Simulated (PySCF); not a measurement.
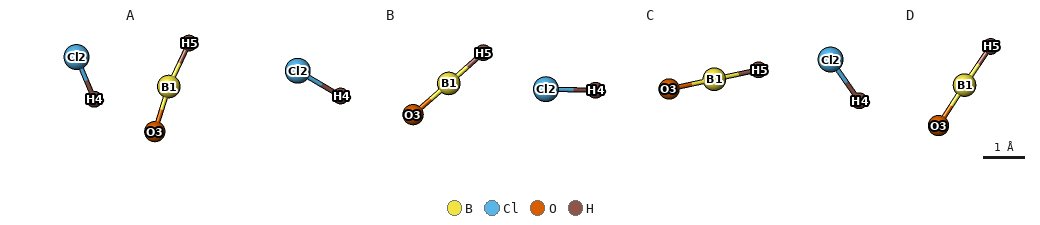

4 geometries from one relaxation of BH2OCl (started from a transition state, displaced along its imaginary mode), in shuffled order. Style: ball-and-stick. Shown at a tilt.

Method: RKS PBE0-D4/def2-TZVP, density fitting in PySCF. 

### Order the frames from highest to lowest energy.

A, D, B, C. They are steps 0, 10, 20, 42, at +0.805 eV, +0.053 eV, +0.018 eV relative to the last. The atom that moves furthest after the best rigid fit is Cl2 (1.53 Å). By element the largest moves are Cl 1.53 Å, H 1.47 Å, O 1.08 Å, B 0.69 Å. Near-neighbour distances that change, for instance: B1–Cl2 2.531 → 4.391 Å, Cl2–H4 1.162 → 1.292 Å, B1–H5 1.198 → 1.172 Å, B1–O3 1.178 → 1.199 Å. Among the angles between lasting bonds that change: O3–B1–H5 171.7° → 179.9°. The energy falls by 0.805 eV in 42 geometry steps.
